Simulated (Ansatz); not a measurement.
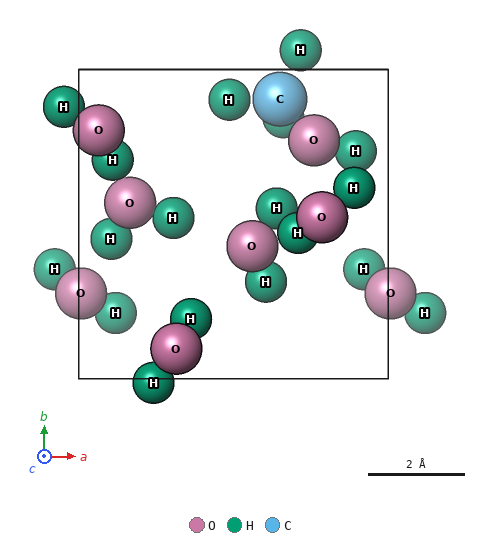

**Figure 1.** The input geometry (spheres-only view of the cell of the calculation, along the c axis).

Run report: CH₁₆O₇, molecular dynamics (part 1 of 3)

The run: molecular dynamics of CH₁₆O₇ (disordered cell, 24 atoms in the cell). Method and program: DFT PBE-D3(BJ), scalar-relativistic, plane waves, PAW, no spin polarisation (Ansatz 0.2.0).

It belongs to a series of runs on one base structure; here: dynamics from the start.

Input:
```yaml
accuracy: low
crystal:
  lattice:
    - [6.476841, 0.0, 0.0]
    - [0.0, 6.476841, 0.0]
    - [0.0, 0.0, 6.476841]
  atoms:
    - { symbol: O, position: [0.3156878, 1.09763627, 0.89994345] }
    - { symbol: H, position: [0.36325223, 1.19331704, 0.79455523] }
    - { symbol: H, position: [0.24192669, 0.98738895, 0.82381231] }
    - { symbol: O, position: [1.00783899, 0.27621327, 0.14247452] }
    - { symbol: H, position: [0.92272471, 0.35418444, 0.04081367] }
    - { symbol: H, position: [1.11991179, 0.2130369, 0.05961019] }
    - { symbol: O, position: [0.78680794, 0.52222088, 0.88833268] }
    - { symbol: H, position: [0.8907554, 0.61760848, 0.83034557] }
    - { symbol: H, position: [0.70928617, 0.47179671, 0.76857949] }
    - { symbol: O, position: [0.0649104, 0.80308817, 0.70865197] }
    - { symbol: H, position: [-0.04763281, 0.87931602, 0.64275295] }
    - { symbol: H, position: [0.11004661, 0.70837086, 0.59507728] }
    - { symbol: O, position: [0.56150327, 0.42881956, 0.50700825] }
    - { symbol: H, position: [0.63987903, 0.55087645, 0.45154381] }
    - { symbol: H, position: [0.60542287, 0.31418912, 0.42043828] }
    - { symbol: O, position: [0.16636818, 0.56909375, 0.37890975] }
    - { symbol: H, position: [0.10580127, 0.45266281, 0.2942847] }
    - { symbol: H, position: [0.30631775, 0.5201697, 0.41399372] }
    - { symbol: C, position: [0.65026869, 0.90395348, 0.24096852] }
    - { symbol: O, position: [0.76061407, 0.77084988, 0.3845488] }
    - { symbol: H, position: [0.48731932, 0.90222342, 0.28764316] }
    - { symbol: H, position: [0.89555997, 0.73571105, 0.32614289] }
    - { symbol: H, position: [0.71752988, 1.06188999, 0.24724705] }
    - { symbol: H, position: [0.66144887, 0.845503, 0.08065825] }
basis:
  ecutwfc: 420.0
kpoints:
  mp_grid: { grid: [1, 1, 1] }
hamiltonian:
  xc: pbe
  dispersion: d3bj
scf:
  occupations: { method: fermi_dirac, width: 0.02 }
  lower_state_search: "off"
md:
  timestep: 0.75
  n_steps: 300
  ensemble: nvt_langevin
  temperature: 350.0
  initial_velocities: maxwell_boltzmann
  seed: 324188
  friction: 0.02
```

Run on 1 thread of Arm Neoverse V1, 24 GiB of memory available, shared host.

Launch command:
```bash
ansatz run input.yaml --threads 1 --pin off --max-ram 3072MiB --backend cpu --events-out ev --progress --plain --runs-dir out
```

What the program printed:
```
Warning: md: disabling space-group detection — thermal motion breaks the input geometry's symmetry, so no spatial operation reduces the k-mesh or symmetrises the density; time reversal is kept, so that k and −k are solved as one point where they differ and the mesh holds both, and exact exchange and, on two spinor components, a DFT+U term hold to it where the run has them: on two components no moment then forms, and a state that bears one, which a typed moment (crystal.atoms[].spin; refused beside efield: under a hybrid functional) reaches, can lie lower, under hf by electronvolts; crystal.symmetry.detect: false (a key that needs symmetry detection or time reversal refuses this as the deck is read) with time_reversal: false beside it drops time reversal too
Engine: ansatz 0.2.0, aarch64-unknown-linux-gnu
Pseudopotentials: kind: paw
Pseudopotential: O, paw, valence charge 6, recommended cutoff 420 eV (normal), O.paw.azcp
Pseudopotential: H, paw, valence charge 1, recommended cutoff 420 eV (normal), H.paw.azcp
Pseudopotential: C, paw, valence charge 4, recommended cutoff 420 eV (normal), C.paw.azcp
Functional definition: PBE
  parameter kappa = 0.804
  parameter beta = 0.06672455060314922
  exchange = pbe_x(kappa = kappa, mu = beta*pi^2/3)
  correlation = pbe_c(beta = beta)
Crystal: 24 atoms, lattice volume = 271.700 Å³
Basis set: ecut = 420 eV, 5377 PW (Γ), exchange–correlation on 90×90×90 points (8 copies of the dense FFT grid, shifted against one another)
Bands: 55, of which v1, the nominal top of the filled ones, is band 31 counted from 1 (30 counted from 0)
Symmetry: 1 space group operations
k-points: 1
Non-local potential: O, projectors of the file, l = 0: 2, l = 1: 2, l = 2: 1
Non-local potential: H, projectors of the file, l = 0: 2, l = 1: 1
Non-local potential: C, projectors of the file, l = 0: 2, l = 1: 2, l = 2: 1
PAW form: soft (Blöchl's): semilocal exchange-correlation on the pseudo side does not see the compensation charge
PAW one-centre angular grid: O, 110 points (default); XC on 64 Gauss nodes
PAW one-centre angular grid: H, 110 points (default); XC on 64 Gauss nodes
PAW one-centre angular grid: C, 110 points (default); XC on 64 Gauss nodes
Initial density: superposition of atomic densities (neutral atoms: chi_scale 0, normalization atom), corrected by the library's trained network
Initial wavefunctions: pseudopotential atomic-orbital guess
Functional: x = pbe(κ = 0.804, μ = 0.2195149727645171), c = pbe(β = 0.06672455060314922)
SCF iter   1: F=—  HF=-4480.847666 eV  |F-HF|=—  |Δ(HF+E_count)|=         —  Δρ=2.83e-3  dr2=1.91e-2  ethr=1.77e-3  ⟨swp⟩=7.0  Hψ=282  notcnv=0  defer=2
preconditioner: auto → Resta (q_TF=auto, 2.133 Å⁻¹)  ε∞=2.1  [insulator: Δε(μ)=4.883 eV  Ē_g=17.266 eV  σ=0.020 eV  W_gap=1.00  n_scr=32 (ndim 8)  ℏωp=17.7 eV  f_vac=0.340  D(μ)=0.00/eV (n_scr^D=0)  ε∞_Penn≈2.1]
SCF iter   2: F=—  HF=-4480.837775 eV  |F-HF|=—  |Δ(HF+E_count)|=   9.89e-3  Δρ=1.29e-3  dr2=3.84e-3  ethr=3.09e-5  ⟨swp⟩=2.0  Hψ=88  notcnv=0  defer=16
SCF iter   3: F=—  HF=-4480.835138 eV  |F-HF|=—  |Δ(HF+E_count)|=   2.64e-3  Δρ=5.55e-4  dr2=8.93e-4  ethr=6.19e-6  ⟨swp⟩=2.0  Hψ=70  notcnv=0  defer=16
SCF iter   4: F=—  HF=-4480.834897 eV  |F-HF|=—  |Δ(HF+E_count)|=   2.41e-4  Δρ=1.50e-4  dr2=6.07e-5  ethr=1.44e-6  ⟨swp⟩=2.0  Hψ=72  notcnv=0  defer=16
SCF iter   5: F=—  HF=-4480.835001 eV  |F-HF|=—  |Δ(HF+E_count)|=   1.04e-4  Δρ=6.15e-5  dr2=8.54e-6  ethr=9.79e-8  ⟨swp⟩=2.0  Hψ=67  notcnv=0  defer=16
SCF iter   6: F=—  HF=-4480.835005 eV  |F-HF|=—  |Δ(HF+E_count)|=   4.08e-6  Δρ=2.64e-5  dr2=1.32e-6  ethr=1.38e-8  ⟨swp⟩=2.0  Hψ=70  notcnv=0  defer=16
SCF iter   7: F=—  HF=-4480.835005 eV  |F-HF|=—  |Δ(HF+E_count)|=   3.46e-7  Δρ=6.14e-6  dr2=6.65e-8  ethr=2.13e-9  ⟨swp⟩=2.0  Hψ=64  notcnv=0  defer=16
SCF iter   8: F=-4480.835005 eV  HF=-4480.835005 eV  |F-HF|=1.17e-8  |Δ(HF+E_count)|=   1.53e-8  Δρ=2.94e-6  dr2=1.84e-8  ethr=3.87e-11  ⟨swp⟩=5.0  Hψ=168  notcnv=0
SCF 1 converged in 8 iterations: F = -4480.835005 eV  dr2 = 1.84e-8
  greatest PAW one-centre occupation: 0.866 electrons in one spin orbital (limit 2), on the O atom at site 0 (counted from 0), in its partial waves of l = 0
md step     0: t =     0.00 fs  T =   335.4 K  F+E_penalty+E_count = -4480.83500470 eV  E_kin = 1.040543 eV  (8 SCF iters)
Initial density: handed on by an earlier stage of this run
Initial wavefunctions: those handed on with the density
iter 1 solved again at ethr=3.44e-5 eV; its pass at ethr=3.10e-3 eV (dr2=2.13e-2 eV) is discarded
SCF iter   1: F=—  HF=-4480.790912 eV  |F-HF|=—  |Δ(HF+E_count)|=         —  Δρ=4.14e-3  dr2=2.20e-2  ethr=3.44e-5  ⟨swp⟩=8.0  Hψ=283  notcnv=0
preconditioner: auto → Resta (q_TF=auto, 2.133 Å⁻¹)  ε∞=2.1  [insulator: Δε(μ)=4.817 eV  Ē_g=17.183 eV  σ=0.020 eV  W_gap=1.00  n_scr=32 (ndim 8)  ℏωp=17.7 eV  f_vac=0.346  D(μ)=0.00/eV (n_scr^D=0)  ε∞_Penn≈2.1]
SCF iter   2: F=—  HF=-4480.787687 eV  |F-HF|=—  |Δ(HF+E_count)|=   3.22e-3  Δρ=1.86e-3  dr2=3.29e-3  ethr=3.44e-5  ⟨swp⟩=4.0  Hψ=104  notcnv=0
SCF iter   3: F=—  HF=-4480.787734 eV  |F-HF|=—  |Δ(HF+E_count)|=   4.70e-5  Δρ=8.14e-4  dr2=6.70e-4  ethr=5.30e-6  ⟨swp⟩=3.0  Hψ=80  notcnv=0
SCF iter   4: F=—  HF=-4480.787853 eV  |F-HF|=—  |Δ(HF+E_count)|=   1.19e-4  Δρ=1.01e-4  dr2=2.71e-5  ethr=1.08e-6  ⟨swp⟩=2.0  Hψ=86  notcnv=0
SCF iter   5: F=—  HF=-4480.787975 eV  |F-HF|=—  |Δ(HF+E_count)|=   1.22e-4  Δρ=5.11e-5  dr2=6.62e-6  ethr=4.37e-8  ⟨swp⟩=2.0  Hψ=86  notcnv=0
SCF iter   6: F=—  HF=-4480.787972 eV  |F-HF|=—  |Δ(HF+E_count)|=   2.81e-6  Δρ=2.00e-5  dr2=8.81e-7  ethr=1.07e-8  ⟨swp⟩=2.0  Hψ=86  notcnv=0
SCF iter   7: F=—  HF=-4480.787972 eV  |F-HF|=—  |Δ(HF+E_count)|=   6.50e-8  Δρ=5.39e-6  dr2=7.30e-8  ethr=1.42e-9  ⟨swp⟩=2.0  Hψ=79  notcnv=0
SCF iter   8: F=-4480.787972 eV  HF=-4480.787972 eV  |F-HF|=2.08e-9  |Δ(HF+E_count)|=   4.59e-9  Δρ=1.69e-6  dr2=6.10e-9  ethr=3.87e-11  ⟨swp⟩=5.0  Hψ=158  notcnv=0
SCF 2 converged in 8 iterations: F = -4480.787972 eV  dr2 = 6.10e-9
md step     1: t =     0.75 fs  T =   318.5 K  F+E_penalty+E_count = -4480.78797163 eV  E_kin = 0.988178 eV  (8 SCF iters)
[... from here on the SCF iterations and repeated set-up lines of each step are left out, up to the last step ...]
md step     2: t =     1.50 fs  T =   277.4 K  F+E_penalty+E_count = -4480.67348646 eV  E_kin = 0.860703 eV  (8 SCF iters)
md step     3: t =     2.25 fs  T =   246.9 K  F+E_penalty+E_count = -4480.56281757 eV  E_kin = 0.766009 eV  (8 SCF iters)
md step     4: t =     3.00 fs  T =   222.9 K  F+E_penalty+E_count = -4480.49339365 eV  E_kin = 0.691632 eV  (7 SCF iters)
md step     5: t =     3.75 fs  T =   216.4 K  F+E_penalty+E_count = -4480.47478346 eV  E_kin = 0.671383 eV  (6 SCF iters)
md step     6: t =     4.50 fs  T =   206.1 K  F+E_penalty+E_count = -4480.46736833 eV  E_kin = 0.639220 eV  (6 SCF iters)
md step     7: t =     5.25 fs  T =   190.8 K  F+E_penalty+E_count = -4480.42519909 eV  E_kin = 0.591772 eV  (7 SCF iters)
md step     8: t =     6.00 fs  T =   179.5 K  F+E_penalty+E_count = -4480.35186515 eV  E_kin = 0.556857 eV  (6 SCF iters)
md step     9: t =     6.75 fs  T =   161.4 K  F+E_penalty+E_count = -4480.29444771 eV  E_kin = 0.500819 eV  (7 SCF iters)
md step    10: t =     7.50 fs  T =   172.0 K  F+E_penalty+E_count = -4480.27971524 eV  E_kin = 0.533438 eV  (8 SCF iters)
md step    11: t =     8.25 fs  T =   186.4 K  F+E_penalty+E_count = -4480.29340903 eV  E_kin = 0.578309 eV  (6 SCF iters)
md step    12: t =     9.00 fs  T =   190.7 K  F+E_penalty+E_count = -4480.30461025 eV  E_kin = 0.591588 eV  (7 SCF iters)
md step    13: t =     9.75 fs  T =   194.1 K  F+E_penalty+E_count = -4480.29899799 eV  E_kin = 0.602252 eV  (7 SCF iters)
md step    14: t =    10.50 fs  T =   183.2 K  F+E_penalty+E_count = -4480.28548539 eV  E_kin = 0.568279 eV  (7 SCF iters)
md step    15: t =    11.25 fs  T =   183.5 K  F+E_penalty+E_count = -4480.28080295 eV  E_kin = 0.569233 eV  (6 SCF iters)
md step    16: t =    12.00 fs  T =   194.5 K  F+E_penalty+E_count = -4480.28122372 eV  E_kin = 0.603337 eV  (7 SCF iters)
md step    17: t =    12.75 fs  T =   191.9 K  F+E_penalty+E_count = -4480.26724887 eV  E_kin = 0.595209 eV  (6 SCF iters)
md step    18: t =    13.50 fs  T =   194.3 K  F+E_penalty+E_count = -4480.25320737 eV  E_kin = 0.602735 eV  (7 SCF iters)
md step    19: t =    14.25 fs  T =   194.0 K  F+E_penalty+E_count = -4480.25373154 eV  E_kin = 0.601956 eV  (7 SCF iters)
md step    20: t =    15.00 fs  T =   217.4 K  F+E_penalty+E_count = -4480.26894288 eV  E_kin = 0.674469 eV  (8 SCF iters)
md step    21: t =    15.75 fs  T =   218.7 K  F+E_penalty+E_count = -4480.29455603 eV  E_kin = 0.678520 eV  (7 SCF iters)
md step    22: t =    16.50 fs  T =   205.5 K  F+E_penalty+E_count = -4480.31693667 eV  E_kin = 0.637635 eV  (7 SCF iters)
md step    23: t =    17.25 fs  T =   197.3 K  F+E_penalty+E_count = -4480.32055470 eV  E_kin = 0.612145 eV  (6 SCF iters)
md step    24: t =    18.00 fs  T =   198.7 K  F+E_penalty+E_count = -4480.31164815 eV  E_kin = 0.616387 eV  (7 SCF iters)
md step    25: t =    18.75 fs  T =   178.0 K  F+E_penalty+E_count = -4480.29422788 eV  E_kin = 0.552227 eV  (6 SCF iters)
md step    26: t =    19.50 fs  T =   179.1 K  F+E_penalty+E_count = -4480.27413041 eV  E_kin = 0.555508 eV  (7 SCF iters)
md step    27: t =    20.25 fs  T =   200.7 K  F+E_penalty+E_count = -4480.27510841 eV  E_kin = 0.622520 eV  (6 SCF iters)
md step    28: t =    21.00 fs  T =   193.7 K  F+E_penalty+E_count = -4480.29422390 eV  E_kin = 0.600786 eV  (6 SCF iters)
md step    29: t =    21.75 fs  T =   201.8 K  F+E_penalty+E_count = -4480.32232142 eV  E_kin = 0.625948 eV  (7 SCF iters)
md step    30: t =    22.50 fs  T =   203.6 K  F+E_penalty+E_count = -4480.33704309 eV  E_kin = 0.631550 eV  (8 SCF iters)
md step    31: t =    23.25 fs  T =   192.6 K  F+E_penalty+E_count = -4480.33408786 eV  E_kin = 0.597540 eV  (6 SCF iters)
md step    32: t =    24.00 fs  T =   179.8 K  F+E_penalty+E_count = -4480.32480989 eV  E_kin = 0.557775 eV  (7 SCF iters)
md step    33: t =    24.75 fs  T =   193.5 K  F+E_penalty+E_count = -4480.31898622 eV  E_kin = 0.600290 eV  (6 SCF iters, 3 dispersion substeps)
md step    34: t =    25.50 fs  T =   189.1 K  F+E_penalty+E_count = -4480.31134151 eV  E_kin = 0.586731 eV  (6 SCF iters, 3 dispersion substeps)
md step    35: t =    26.25 fs  T =   202.5 K  F+E_penalty+E_count = -4480.31019052 eV  E_kin = 0.628330 eV  (7 SCF iters, 3 dispersion substeps)
md step    36: t =    27.00 fs  T =   213.4 K  F+E_penalty+E_count = -4480.32341915 eV  E_kin = 0.661972 eV  (6 SCF iters, 3 dispersion substeps)
md step    37: t =    27.75 fs  T =   218.4 K  F+E_penalty+E_count = -4480.34352664 eV  E_kin = 0.677613 eV  (6 SCF iters, 3 dispersion substeps)
md step    38: t =    28.50 fs  T =   217.2 K  F+E_penalty+E_count = -4480.33503149 eV  E_kin = 0.673694 eV  (6 SCF iters, 3 dispersion substeps)
md step    39: t =    29.25 fs  T =   205.0 K  F+E_penalty+E_count = -4480.30869943 eV  E_kin = 0.636038 eV  (6 SCF iters, 3 dispersion substeps)
md step    40: t =    30.00 fs  T =   200.9 K  F+E_penalty+E_count = -4480.28965371 eV  E_kin = 0.623351 eV  (8 SCF iters, 3 dispersion substeps)
md step    41: t =    30.75 fs  T =   218.6 K  F+E_penalty+E_count = -4480.28570161 eV  E_kin = 0.678241 eV  (7 SCF iters, 3 dispersion substeps)
md step    42: t =    31.50 fs  T =   227.9 K  F+E_penalty+E_count = -4480.28713771 eV  E_kin = 0.706931 eV  (7 SCF iters, 3 dispersion substeps)
md step    43: t =    32.25 fs  T =   247.7 K  F+E_penalty+E_count = -4480.28207897 eV  E_kin = 0.768306 eV  (6 SCF iters, 3 dispersion substeps)
md step    44: t =    33.00 fs  T =   249.1 K  F+E_penalty+E_count = -4480.27535465 eV  E_kin = 0.772683 eV  (6 SCF iters, 3 dispersion substeps)
md step    45: t =    33.75 fs  T =   264.1 K  F+E_penalty+E_count = -4480.26832515 eV  E_kin = 0.819178 eV  (7 SCF iters, 3 dispersion substeps)
md step    46: t =    34.50 fs  T =   267.7 K  F+E_penalty+E_count = -4480.26007045 eV  E_kin = 0.830549 eV  (7 SCF iters, 3 dispersion substeps)
md step    47: t =    35.25 fs  T =   272.4 K  F+E_penalty+E_count = -4480.23599337 eV  E_kin = 0.845082 eV  (7 SCF iters, 3 dispersion substeps)
md step    48: t =    36.00 fs  T =   279.8 K  F+E_penalty+E_count = -4480.18514245 eV  E_kin = 0.868048 eV  (7 SCF iters, 3 dispersion substeps)
md step    49: t =    36.75 fs  T =   273.8 K  F+E_penalty+E_count = -4480.15578081 eV  E_kin = 0.849384 eV  (7 SCF iters, 3 dispersion substeps)
md step    50: t =    37.50 fs  T =   280.7 K  F+E_penalty+E_count = -4480.15825782 eV  E_kin = 0.870894 eV  (8 SCF iters, 3 dispersion substeps)
md step    51: t =    38.25 fs  T =   264.4 K  F+E_penalty+E_count = -4480.14381650 eV  E_kin = 0.820268 eV  (7 SCF iters, 3 dispersion substeps)
md step    52: t =    39.00 fs  T =   257.3 K  F+E_penalty+E_count = -4480.10879232 eV  E_kin = 0.798102 eV  (7 SCF iters, 3 dispersion substeps)
md step    53: t =    39.75 fs  T =   262.9 K  F+E_penalty+E_count = -4480.05468736 eV  E_kin = 0.815705 eV  (6 SCF iters, 3 dispersion substeps)
md step    54: t =    40.50 fs  T =   257.2 K  F+E_penalty+E_count = -4479.98266003 eV  E_kin = 0.797752 eV  (7 SCF iters, 3 dispersion substeps)
md step    55: t =    41.25 fs  T =   230.4 K  F+E_penalty+E_count = -4479.90438087 eV  E_kin = 0.714713 eV  (6 SCF iters, 3 dispersion substeps)
md step    56: t =    42.00 fs  T =   225.8 K  F+E_penalty+E_count = -4479.84955354 eV  E_kin = 0.700464 eV  (7 SCF iters, 3 dispersion substeps)
md step    57: t =    42.75 fs  T =   217.4 K  F+E_penalty+E_count = -4479.85679544 eV  E_kin = 0.674516 eV  (7 SCF iters, 3 dispersion substeps)
md step    58: t =    43.50 fs  T =   242.6 K  F+E_penalty+E_count = -4479.93760002 eV  E_kin = 0.752589 eV  (7 SCF iters, 3 dispersion substeps)
md step    59: t =    44.25 fs  T =   261.0 K  F+E_penalty+E_count = -4480.01429160 eV  E_kin = 0.809591 eV  (7 SCF iters, 3 dispersion substeps)
md step    60: t =    45.00 fs  T =   271.9 K  F+E_penalty+E_count = -4480.03935197 eV  E_kin = 0.843501 eV  (8 SCF iters, 3 dispersion substeps)
md step    61: t =    45.75 fs  T =   276.4 K  F+E_penalty+E_count = -4480.01444756 eV  E_kin = 0.857502 eV  (7 SCF iters, 3 dispersion substeps)
md step    62: t =    46.50 fs  T =   279.3 K  F+E_penalty+E_count = -4479.98876244 eV  E_kin = 0.866503 eV  (7 SCF iters, 3 dispersion substeps)
md step    63: t =    47.25 fs  T =   286.7 K  F+E_penalty+E_count = -4480.01843614 eV  E_kin = 0.889411 eV  (7 SCF iters, 3 dispersion substeps)
md step    64: t =    48.00 fs  T =   300.1 K  F+E_penalty+E_count = -4480.08813522 eV  E_kin = 0.930976 eV  (7 SCF iters, 3 dispersion substeps)
md step    65: t =    48.75 fs  T =   325.2 K  F+E_penalty+E_count = -4480.16161142 eV  E_kin = 1.008778 eV  (7 SCF iters, 3 dispersion substeps)
md step    66: t =    49.50 fs  T =   331.4 K  F+E_penalty+E_count = -4480.19284700 eV  E_kin = 1.028215 eV  (7 SCF iters, 3 dispersion substeps)
md step    67: t =    50.25 fs  T =   305.5 K  F+E_penalty+E_count = -4480.15920415 eV  E_kin = 0.947817 eV  (7 SCF iters, 3 dispersion substeps)
md step    68: t =    51.00 fs  T =   279.8 K  F+E_penalty+E_count = -4480.06271742 eV  E_kin = 0.867991 eV  (7 SCF iters, 3 dispersion substeps)
md step    69: t =    51.75 fs  T =   274.7 K  F+E_penalty+E_count = -4480.01307926 eV  E_kin = 0.852134 eV  (7 SCF iters, 3 dispersion substeps)
md step    70: t =    52.50 fs  T =   319.0 K  F+E_penalty+E_count = -4480.08373499 eV  E_kin = 0.989517 eV  (8 SCF iters, 3 dispersion substeps)
md step    71: t =    53.25 fs  T =   374.6 K  F+E_penalty+E_count = -4480.18865490 eV  E_kin = 1.162244 eV  (6 SCF iters, 3 dispersion substeps)
md step    72: t =    54.00 fs  T =   391.9 K  F+E_penalty+E_count = -4480.22766886 eV  E_kin = 1.215650 eV  (7 SCF iters, 3 dispersion substeps)
automatic band count: iteration 1 solves 36 bands in place of 55: the levels show a gap, and the empty bands left out lie too high to hold charge; the band table lists the bands solved (type scf.n_extra_bands for more)
preconditioner: auto → Resta (q_TF=auto, 2
[...]
SCF iter   2: F=—  HF=-4479.855667 eV  |F-HF|=—  |Δ(HF+E_count)|=   2.75e-3  Δρ=1.94e-3  dr2=3.58e-3  ethr=3.21e-5  ⟨swp⟩=3.0  Hψ=109  notcnv=0
SCF iter   3: F=—  HF=-4479.855736 eV  |F-HF|=—  |Δ(HF+E_count)|=   6.91e-5  Δρ=7.63e-4  dr2=8.48e-4  ethr=5.77e-6  ⟨swp⟩=2.0  Hψ=98  notcnv=0
SCF iter   4: F=—  HF=-4479.855653 eV  |F-HF|=—  |Δ(HF+E_count)|=   8.26e-5  Δρ=1.13e-4  dr2=2.99e-5  ethr=1.37e-6  ⟨swp⟩=2.0  Hψ=76  notcnv=0
SCF iter   5: F=—  HF=-4479.855683 eV  |F-HF|=—  |Δ(HF+E_count)|=   2.95e-5  Δρ=3.67e-5  dr2=3.88e-6  ethr=4.82e-8  ⟨swp⟩=2.0  Hψ=84  notcnv=0
SCF iter   6: F=—  HF=-4479.855694 eV  |F-HF|=—  |Δ(HF+E_count)|=   1.10e-5  Δρ=1.55e-5  dr2=6.12e-7  ethr=6.25e-9  ⟨swp⟩=2.0  Hψ=78  notcnv=0
SCF iter   7: F=—  HF=-4479.855694 eV  |F-HF|=—  |Δ(HF+E_count)|=   1.00e-8  Δρ=7.11e-6  dr2=1.11e-7  ethr=9.87e-10  ⟨swp⟩=2.0  Hψ=83  notcnv=0
SCF iter   8: F=-4479.855694 eV  HF=-4479.855694 eV  |F-HF|=1.98e-9  |Δ(HF+E_count)|=   2.71e-8  Δρ=1.48e-6  dr2=4.39e-9  ethr=3.87e-11  ⟨swp⟩=5.0  Hψ=161  notcnv=0
SCF 301 converged in 8 iterations: F = -4479.855694 eV  dr2 = 4.39e-9
md step   300: t =   225.00 fs  T =   420.3 K  F+E_penalty+E_count = -4479.85569377 eV  E_kin = 1.304010 eV  (8 SCF iters, 3 dispersion substeps)
```

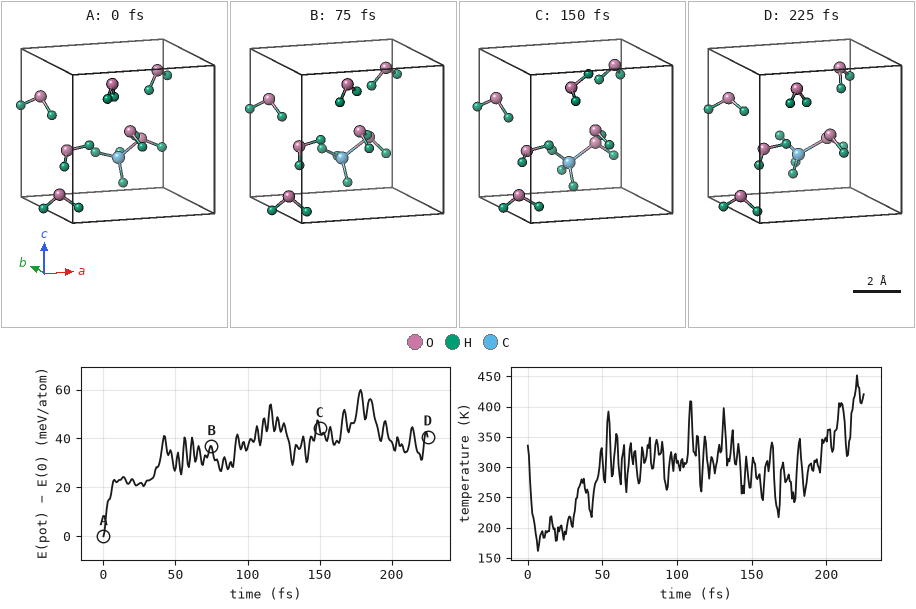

**Figure 2.** Frames of the molecular dynamics (ball-and-stick, simulation cell, seen slightly off an axis) above the curves, on which the letters mark them. The trajectory kept here has 301 frames over 225 fs. The temperature starts at 335 K, ranges from 161 to 452 K and averages 319 K over the second half. The potential energy ends 40.8 meV/atom above its first value. With the common drift removed, the root-mean-square displacement is 0.68 Å, and H3 has moved furthest (1.65 Å).
